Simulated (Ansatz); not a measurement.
## Run report: AlNH3ClF2, nudged elastic band

System: AlNH3ClF2.
Method: RHF/def2-SVP (Ansatz 0.2.0).

One setting was made poor on purpose. It belongs to a series of runs on one base structure; here: band between the two ends. Figures and captions count atoms from 1; the log counts them from 0 in places.

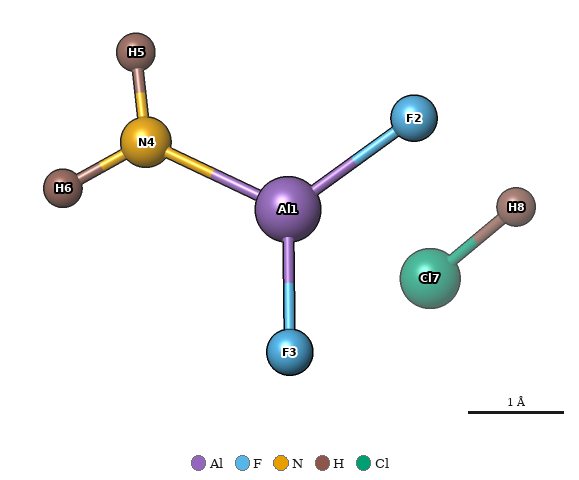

Figure 1. The starting structure (ball-and-stick view, seen at a tilt; atoms are numbered from 1 in the order of the input). Sticks mark near contacts. Bond lengths as drawn: Al–F 1.65 to 1.66 Å, Al–N 1.75 Å, Cl–H 1.28 Å and H–N 1.00 Å.

### Input
```yaml
crystal:
  periodic: [false, false, false]
  atoms:
    - { symbol: Al, position_ang: [-0.130727, 0.009927, -0.055196] }
    - { symbol: F, position_ang: [-0.097813, -0.475072, 1.529599] }
    - { symbol: F, position_ang: [1.319168, 0.252545, -0.797392] }
    - { symbol: "N", position_ang: [-1.599903, -0.161319, -0.992322] }
    - { symbol: H, position_ang: [-2.492765, -0.420056, -0.619362] }
    - { symbol: H, position_ang: [-1.67031, -0.003477, -1.978898] }
    - { symbol: Cl, position_ang: [-0.188682, 2.512006, 1.163863] }
    - { symbol: H, position_ang: [-0.056567, 1.858246, 2.25491] }
basis:
  gaussian: { orbitals: def2-SVP }
hamiltonian:
  xc: hf
neb:
  order_check: false
  images: 7
  f_tol: 0.05
  max_iterations: 60
  initial_path: linear
  final_atoms:
    - { symbol: Al, position_ang: [-0.14461655, 0.60446804, -0.18736482] }
    - { symbol: F, position_ang: [-0.20469587, 0.10635324, 1.80914164] }
    - { symbol: F, position_ang: [1.32609178, -0.10322806, -0.44580236] }
    - { symbol: "N", position_ang: [-1.58879159, -0.0517523, -0.93988443] }
    - { symbol: H, position_ang: [-1.64038025, -0.94068075, -1.39858633] }
    - { symbol: H, position_ang: [-2.46041669, 0.43309675, -1.02895421] }
    - { symbol: Cl, position_ang: [-0.11685337, 2.66166281, 0.38587255] }
    - { symbol: H, position_ang: [-0.08793647, 0.86288026, 2.31077996] }
```

Launch command:
```bash
ansatz run input.yaml --threads 1 --pin off --max-ram 2048MiB --backend cpu --events-out ev --progress --plain --runs-dir out
```

### Log
```
Engine: ansatz 0.2.0, aarch64-unknown-linux-gnu
Functional definition: HF
  exchange = exact_x
  correlation = 0
932 factors; integrals over basis functions are off by at most 4.9e-4 eV
mean field evaluation 1: about -26017.2530 eV, gradient 4.7e1 eV
mean field evaluation 2: about -26017.3009 eV, gradient 4.7e1 eV
mean field evaluation 4: about -26021.5022 eV, gradient 2.4e0 eV
mean field evaluation 8: about -26021.5382 eV, gradient 2.4e-1 eV
mean field -26021.53840017 eV, -956.2738981740 hartree, gradient 3.2e-5 eV, S^2 0.000000; 0 other end points of the search recorded, 0 dependent functions left out
the calculation of the forces begins
reference -26021.53840017 eV, -956.2738981740 hartree; 29, 29 occupied and 64, 64 virtual orbitals, 932 factors
935 factors; integrals over basis functions are off by at most 1.1e-3 eV
mean field evaluation 16: about -26020.6067 eV, gradient 2.4e1 eV
mean field -26021.61459138 eV, -956.2766981495 hartree, gradient 5.4e-5 eV, S^2 0.000000; 0 other end points of the search recorded, 0 dependent functions left out
[... from here on the field's lines of each further geometry are left out, up to the last ...]
NEB iter   1: max|band force component| = 2.952e1 eV/Å  barrier→ = 8.6515 eV  barrier← = 8.7277 eV  Δτ_max = 0.2000 Å  (324 SCF iters)
NEB iter   2: max|band force component| = 3.026e0 eV/Å  barrier→ = 1.8575 eV  barrier← = 1.9337 eV  Δτ_max = 0.2000 Å  (221 SCF iters)
NEB iter   3: max|band force component| = 5.093e0 eV/Å  barrier→ = 0.9765 eV  barrier← = 1.0527 eV  Δτ_max = 0.1025 Å  (221 SCF iters)
NEB iter   4: max|band force component| = 1.432e0 eV/Å  barrier→ = 0.7089 eV  barrier← = 0.7851 eV  Δτ_max = 0.1903 Å  (225 SCF iters)
NEB iter   5: max|band force component| = 3.782e0 eV/Å  barrier→ = 0.7836 eV  barrier← = 0.8597 eV  Δτ_max = 0.1005 Å  (225 SCF iters)
NEB iter   6: max|band force component| = 8.196e-1 eV/Å  barrier→ = 0.6381 eV  barrier← = 0.7143 eV  CI = image 4  Δτ_max = 0.1915 Å  (225 SCF iters)
NEB iter   7: max|band force component| = 2.326e0 eV/Å  barrier→ = 0.8188 eV  barrier← = 0.8950 eV  CI = image 4  Δτ_max = 0.0808 Å  (221 SCF iters)
NEB iter   8: max|band force component| = 4.881e-1 eV/Å  barrier→ = 0.7304 eV  barrier← = 0.8066 eV  CI = image 4  Δτ_max = 0.0769 Å  (226 SCF iters)
NEB iter   9: max|band force component| = 2.209e-1 eV/Å  barrier→ = 0.7444 eV  barrier← = 0.8206 eV  CI = image 4  Δτ_max = 0.0276 Å  (222 SCF iters)
NEB iter  10: max|band force component| = 8.549e-2 eV/Å  barrier→ = 0.7417 eV  barrier← = 0.8178 eV  CI = image 4  Δτ_max = 0.0382 Å  (202 SCF iters)
NEB iter  11: max|band force component| = 1.901e-1 eV/Å  barrier→ = 0.7397 eV  barrier← = 0.8159 eV  CI = image 4  Δτ_max = 0.0191 Å  (217 SCF iters)
NEB iter  12: max|band force component| = 7.612e-2 eV/Å  barrier→ = 0.7380 eV  barrier← = 0.8142 eV  CI = image 4  Δτ_max = 0.0382 Å  (194 SCF iters)
NEB iter  13: max|band force component| = 7.351e-2 eV/Å  barrier→ = 0.7344 eV  barrier← = 0.8106 eV  CI = image 4  Δτ_max = 0.0382 Å  (222 SCF iters)
NEB iter  14: max|band force component| = 7.223e-2 eV/Å  barrier→ = 0.7303 eV  barrier← = 0.8065 eV  CI = image 4  Δτ_max = 0.0382 Å  (215 SCF iters)
NEB iter  15: max|band force component| = 7.271e-2 eV/Å  barrier→ = 0.7260 eV  barrier← = 0.8022 eV  CI = image 4  Δτ_max = 0.0382 Å  (224 SCF iters)
NEB iter  16: max|band force component| = 7.752e-2 eV/Å  barrier→ = 0.7213 eV  barrier← = 0.7975 eV  CI = image 4  Δτ_max = 0.0382 Å  (216 SCF iters)
NEB iter  17: max|band force component| = 1.442e-1 eV/Å  barrier→ = 0.7163 eV  barrier← = 0.7925 eV  CI = image 4  Δτ_max = 0.0191 Å  (224 SCF iters)
NEB iter  18: max|band force component| = 9.700e-2 eV/Å  barrier→ = 0.7137 eV  barrier← = 0.7899 eV  CI = image 4  Δτ_max = 0.0191 Å  (194 SCF iters)
NEB iter  19: max|band force component| = 9.326e-2 eV/Å  barrier→ = 0.7111 eV  barrier← = 0.7873 eV  CI = image 4  Δτ_max = 0.0382 Å  (189 SCF iters)
NEB iter  20: max|band force component| = 1.012e-1 eV/Å  barrier→ = 0.7058 eV  barrier← = 0.7820 eV  CI = image 4  Δτ_max = 0.0762 Å  (223 SCF iters)
NEB iter  21: max|band force component| = 1.257e-1 eV/Å  barrier→ = 0.6951 eV  barrier← = 0.7713 eV  CI = image 4  Δτ_max = 0.0762 Å  (225 SCF iters)
NEB iter  22: max|band force component| = 1.567e-1 eV/Å  barrier→ = 0.6848 eV  barrier← = 0.7610 eV  CI = image 4  Δτ_max = 0.0763 Å  (226 SCF iters)
NEB iter  23: max|band force component| = 1.879e-1 eV/Å  barrier→ = 0.6756 eV  barrier← = 0.7518 eV  CI = image 4  Δτ_max = 0.0762 Å  (226 SCF iters)
NEB iter  24: max|band force component| = 2.623e-1 eV/Å  barrier→ = 0.6680 eV  barrier← = 0.7442 eV  CI = image 4  Δτ_max = 0.0382 Å  (226 SCF iters)
NEB iter  25: max|band force component| = 3.352e-1 eV/Å  barrier→ = 0.6645 eV  barrier← = 0.7406 eV  CI = image 4  Δτ_max = 0.0192 Å  (223 SCF iters)
NEB iter  26: max|band force component| = 2.131e-1 eV/Å  barrier→ = 0.6626 eV  barrier← = 0.7388 eV  CI = image 4  Δτ_max = 0.0385 Å  (225 SCF iters)
NEB iter  27: max|band force component| = 1.942e-1 eV/Å  barrier→ = 0.6588 eV  barrier← = 0.7350 eV  CI = image 4  Δτ_max = 0.0785 Å  (230 SCF iters)
NEB iter  28: max|band force component| = 5.765e-1 eV/Å  barrier→ = 0.6519 eV  barrier← = 0.7281 eV  CI = image 4  Δτ_max = 0.0392 Å  (225 SCF iters)
NEB iter  29: max|band force component| = 1.487e-1 eV/Å  barrier→ = 0.6487 eV  barrier← = 0.7249 eV  CI = image 4  Δτ_max = 0.0770 Å  (220 SCF iters)
NEB iter  30: max|band force component| = 1.240e-1 eV/Å  barrier→ = 0.6432 eV  barrier← = 0.7194 eV  CI = image 4  Δτ_max = 0.0766 Å  (226 SCF iters)
NEB iter  31: max|band force component| = 3.453e-1 eV/Å  barrier→ = 0.6392 eV  barrier← = 0.7154 eV  CI = image 4  Δτ_max = 0.0382 Å  (224 SCF iters)
NEB iter  32: max|band force component| = 1.377e-1 eV/Å  barrier→ = 0.6379 eV  barrier← = 0.7141 eV  CI = image 4  Δτ_max = 0.0762 Å  (223 SCF iters)
NEB iter  33: max|band force component| = 1.198e-1 eV/Å  barrier→ = 0.6370 eV  barrier← = 0.7132 eV  CI = image 4  Δτ_max = 0.0695 Å  (220 SCF iters)
NEB iter  34: max|band force component| = 2.313e-1 eV/Å  barrier→ = 0.6368 eV  barrier← = 0.7129 eV  CI = image 4  Δτ_max = 0.0351 Å  (223 SCF iters)
NEB iter  35: max|band force component| = 2.424e-1 eV/Å  barrier→ = 0.6367 eV  barrier← = 0.7129 eV  CI = image 4  Δτ_max = 0.0174 Å  (200 SCF iters)
NEB iter  36: max|band force component| = 1.021e-1 eV/Å  barrier→ = 0.6366 eV  barrier← = 0.7128 eV  CI = image 4  Δτ_max = 0.0348 Å  (183 SCF iters)
NEB iter  37: max|band force component| = 8.543e-2 eV/Å  barrier→ = 0.6366 eV  barrier← = 0.7128 eV  CI = image 4  Δτ_max = 0.0347 Å  (197 SCF iters)
NEB iter  38: max|band force component| = 7.461e-2 eV/Å  barrier→ = 0.6366 eV  barrier← = 0.7128 eV  CI = image 4  Δτ_max = 0.0347 Å  (197 SCF iters)
NEB iter  39: max|band force component| = 7.755e-2 eV/Å  barrier→ = 0.6366 eV  barrier← = 0.7128 eV  CI = image 4  Δτ_max = 0.0174 Å  (184 SCF iters)
NEB iter  40: max|band force component| = 6.579e-2 eV/Å  barrier→ = 0.6366 eV  barrier← = 0.7128 eV  CI = image 4  Δτ_max = 0.0174 Å  (174 SCF iters)
NEB iter  41: max|band force component| = 6.310e-2 eV/Å  barrier→ = 0.6366 eV  barrier← = 0.7128 eV  CI = image 4  Δτ_max = 0.0347 Å  (154 SCF iters)
NEB iter  42: max|band force component| = 2.407e-1 eV/Å  barrier→ = 0.6366 eV  barrier← = 0.7128 eV  CI = image 4  Δτ_max = 0.0175 Å  (172 SCF iters)
the calculation of the forces begins
reference -26021.59363108 eV, -956.2759278726 hartree; 29, 29 occupied and 64, 64 virtual orbitals, 934 factors
934 factors; integrals over basis functions are off by at most 1.2e-3 eV
mean field evaluation 2144: about -26020.9018 eV, gradient 2.8e-3 eV
mean field -26020.90181847 eV, -956.2505042281 hartree, gradient 1.4e-5 eV, S^2 0.000000; 1 other end points of the search recorded, 0 dependent functions left out
the calculation of the forces begins
reference -26020.90181847 eV, -956.2505042281 hartree; 29, 29 occupied and 64, 64 virtual orbitals, 934 factors
NEB iter  43: max|band force component| = 4.980e-2 eV/Å  barrier→ = 0.6366 eV  barrier← = 0.7128 eV  CI = image 4  Δτ_max = 0.0000 Å  (410 SCF iters)
```

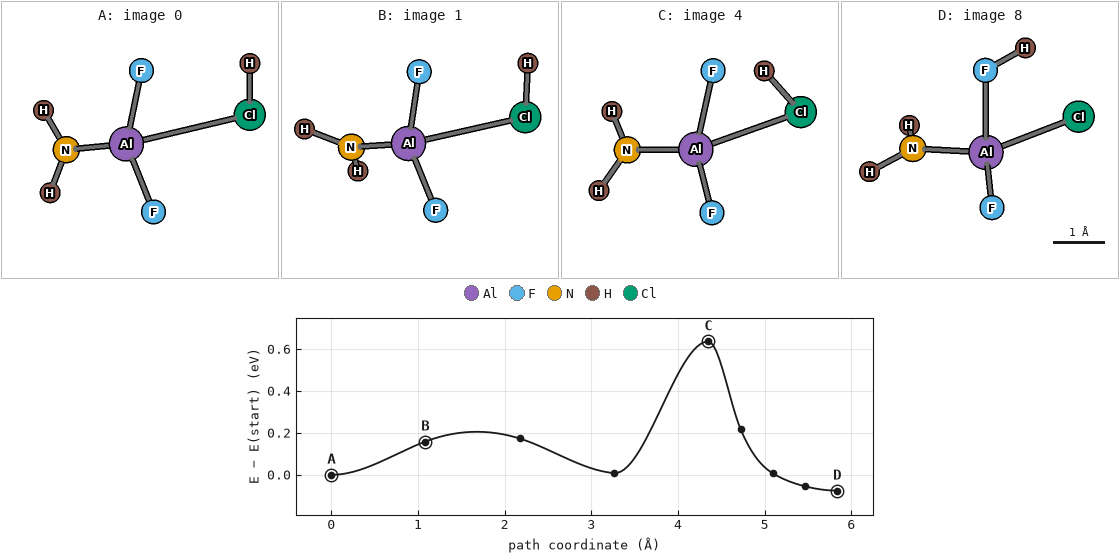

Figure 2. Images of the last band (counted from 0; ball-and-stick, seen at a tilt) above the energy along the path; the line is a cubic interpolation that uses the forces. The highest image is number 4, 0.637 eV above the start and 0.713 eV above the end (the climbing image); the end lies 0.076 eV below the start. A further maximum stands at image 2, 0.173 eV from the start, so the path isn't one elementary step. The path is 5.84 Å long. The band converged in 43 iterations.

```
Total energy: -26020.90181847 eV, -956.2505042281 hartree
Atom 0 at    -0.148096     0.278162     0.013959 Å, force    -0.000065    -0.000005    -0.000001 eV/Å
Atom 1 at    -0.290287     0.334953     1.798769 Å, force     0.000048    -0.000107     0.000014 eV/Å
Atom 2 at     1.354182    -0.214824    -0.442440 Å, force     0.000020    -0.000003     0.000044 eV/Å
Atom 3 at    -1.589823    -0.210656    -0.849040 Å, force     0.000100    -0.000040    -0.000093 eV/Å
Atom 4 at    -1.575117    -0.687692    -1.729879 Å, force    -0.000068    -0.000013     0.000024 eV/Å
Atom 5 at    -2.535287    -0.029672    -0.573731 Å, force    -0.000006     0.000066     0.000021 eV/Å
Atom 6 at     0.017003     2.578968     0.611530 Å, force    -0.000050    -0.000022     0.000037 eV/Å
Atom 7 at    -0.150173     1.523561     1.676035 Å, force     0.000022     0.000125    -0.000045 eV/Å
Dipole moment:    -0.512652     0.035508     0.008043 e Å
this run last wrote the band of iteration 43 to [file]
```

### The last band as extended XYZ (Å, eV, eV/Å)
```
8
Properties=species:S:1:pos:R:3:forces:R:3 image=0 energy=-26021.53840
Al   -0.1307    0.0099   -0.0552   -0.0029  -0.0110   0.0245
F    -0.0978   -0.4751    1.5296    0.0015  -0.0005  -0.0027
F     1.3192    0.2525   -0.7974   -0.0040   0.0059  -0.0069
N    -1.5999   -0.1613   -0.9923   -0.0115   0.0115  -0.0140
H    -2.4928   -0.4201   -0.6194    0.0139   0.0008  -0.0079
H    -1.6703   -0.0035   -1.9789   -0.0005  -0.0080   0.0086
Cl   -0.1887    2.5120    1.1639    0.0038  -0.0100   0.0164
H    -0.0566    1.8582    2.2549   -0.0002   0.0113  -0.0181
8
Properties=species:S:1:pos:R:3:forces:R:3 image=1 energy=-26021.38008
Al   -0.1216   -0.0141    0.0077   -0.0109   0.0015   0.0068
F    -0.1005   -0.4811    1.6001    0.0076  -0.0278  -0.0157
F     1.3763    0.0835   -0.6775    0.0006   0.0527  -0.0194
N    -1.6160   -0.1252   -0.9164    0.0027  -0.0354   0.0134
H    -2.1986   -0.9393   -0.9273   -0.0874  -0.0013   0.0867
H    -1.9667    0.5409   -1.5752    0.0856   0.0012  -0.0991
Cl   -0.1560    2.4956    0.9048    0.0058   0.0298   0.0237
H    -0.1344    2.0126    2.0890   -0.0039  -0.0206   0.0036
8
Properties=species:S:1:pos:R:3:forces:R:3 image=2 energy=-26021.36534
Al   -0.1267   -0.0419    0.0574   -0.0115   0.0010  -0.0080
F    -0.1102   -0.2802    1.7028   -0.0031   0.0221   0.0140
F     1.3736   -0.1608   -0.6195   -0.0033  -0.0398   0.0099
N    -1.5898   -0.1561   -0.9161    0.0164   0.0084   0.0133
H    -1.8226   -0.9292   -1.5075    0.0522   0.0034  -0.0975
H    -2.3369    0.5090   -0.9297   -0.0586  -0.0073   0.0877
Cl   -0.1917    2.5296    0.7566    0.0038  -0.0016  -0.0114
H    -0.1133    2.1025    1.9611    0.0040   0.0138  -0.0079
8
Properties=species:S:1:pos:R:3:forces:R:3 image=3 energy=-26021.53051
Al   -0.1911   -0.0766    0.1013   -0.0083   0.0082  -0.0107
F    -0.3044   -0.1603    1.7520   -0.0059   0.0148   0.0080
F     1.3157   -0.2217   -0.5485   -0.0020  -0.0030   0.0104
N    -1.6061   -0.2657   -0.9138    0.0193   0.0057   0.0222
H    -1.5780   -0.4861   -1.8902   -0.0034   0.0409  -0.0102
H    -2.5541   -0.1656   -0.6083   -0.0158  -0.0506  -0.0003
Cl   -0.0274    2.6459    0.6916    0.0199   0.0001  -0.0171
H     0.0280    2.3028    1.9212   -0.0037  -0.0161  -0.0024
8
Properties=species:S:1:pos:R:3:forces:R:3 image=4 energy=-26020.90182
Al   -0.1481    0.2782    0.0140   -0.0001   0.0000   0.0000
F    -0.2903    0.3350    1.7988    0.0000  -0.0001   0.0000
F     1.3542   -0.2148   -0.4424    0.0000   0.0000   0.0000
N    -1.5898   -0.2107   -0.8490    0.0001   0.0000  -0.0001
H    -1.5751   -0.6877   -1.7299   -0.0001   0.0000   0.0000
H    -2.5353   -0.0297   -0.5737    0.0000   0.0001   0.0000
Cl    0.0170    2.5790    0.6115   -0.0001   0.0000   0.0000
H    -0.1502    1.5236    1.6760    0.0000   0.0001   0.0000
8
Properties=species:S:1:pos:R:3:forces:R:3 image=5 energy=-26021.32053
Al   -0.1356    0.4328   -0.0925    0.0281   0.4154  -0.2875
F    -0.2557    0.4026    1.8382    0.0094   0.1316   0.1274
F     1.3513   -0.1815   -0.4531   -0.0247  -0.0188   0.0494
N    -1.5855   -0.2363   -0.8202    0.0127   0.0104   0.0200
H    -1.5752   -0.7482   -1.6821    0.0114  -0.0700   0.0638
H    -2.5316   -0.0624   -0.5425    0.0082   0.0441  -0.0144
Cl   -0.0194    2.6085    0.4116    0.0074   0.0329  -0.4946
H    -0.1659    1.3572    1.8458   -0.0525  -0.5457   0.5358
8
Properties=species:S:1:pos:R:3:forces:R:3 image=6 energy=-26021.53152
Al   -0.1417    0.5428   -0.1795   -0.0026   0.0733  -0.0587
F    -0.2141    0.3705    1.8316    0.0073  -0.0350   0.0001
F     1.3429   -0.1130   -0.4835   -0.0106   0.0154   0.0014
N    -1.5822   -0.2347   -0.8162    0.0006   0.0212  -0.0112
H    -1.5630   -0.8824   -1.5803    0.0090  -0.0779   0.0604
H    -2.5306   -0.0340   -0.5664   -0.0016   0.0581  -0.0438
Cl   -0.0908    2.6628    0.2388   -0.0171   0.0289  -0.1160
H    -0.1380    1.2610    2.0609    0.0149  -0.0841   0.1678
8
Properties=species:S:1:pos:R:3:forces:R:3 image=7 energy=-26021.59363
Al   -0.1607    0.5937   -0.2176   -0.0042   0.0133  -0.0092
F    -0.1469    0.3554    1.8170    0.0128  -0.0112  -0.0027
F     1.3322   -0.0519   -0.5074   -0.0036   0.0101  -0.0013
N    -1.5883   -0.2329   -0.8190   -0.0018   0.0074  -0.0063
H    -1.5543   -1.0542   -1.3915    0.0022  -0.0410   0.0477
H    -2.5374    0.0628   -0.7023   -0.0020   0.0388  -0.0479
Cl   -0.1921    2.7034    0.1519   -0.0196   0.0090  -0.0173
H    -0.0702    1.1966    2.1740    0.0163  -0.0265   0.0369
8
Properties=species:S:1:pos:R:3:forces:R:3 image=8 energy=-26021.61459
Al   -0.1757    0.6166   -0.2319   -0.0008   0.0010   0.0039
F    -0.0780    0.3269    1.8038   -0.0032  -0.0034  -0.0063
F     1.3364    0.0128   -0.5141    0.0032   0.0013  -0.0031
N    -1.5943   -0.2346   -0.8198   -0.0049   0.0123  -0.0014
H    -1.5906   -1.1679   -1.1836    0.0020   0.0012   0.0050
H    -2.5100    0.1627   -0.8996   -0.0010  -0.0085  -0.0052
Cl   -0.3028    2.7174    0.1312    0.0010  -0.0082  -0.0028
H    -0.0025    1.1389    2.2192    0.0038   0.0043   0.0099
```

### Summary

- outcome: converged
- barrier, forward: 0.637 eV
- barrier, backward: 0.713 eV
- hardware: 1 thread of Arm Neoverse V2, 24 GiB of memory available, shared host
- wall time: 6.4 min
- peak memory: 0.19 GiB

### Notes

A deliberately poor setting: straight start. The order of the saddle point was not checked.
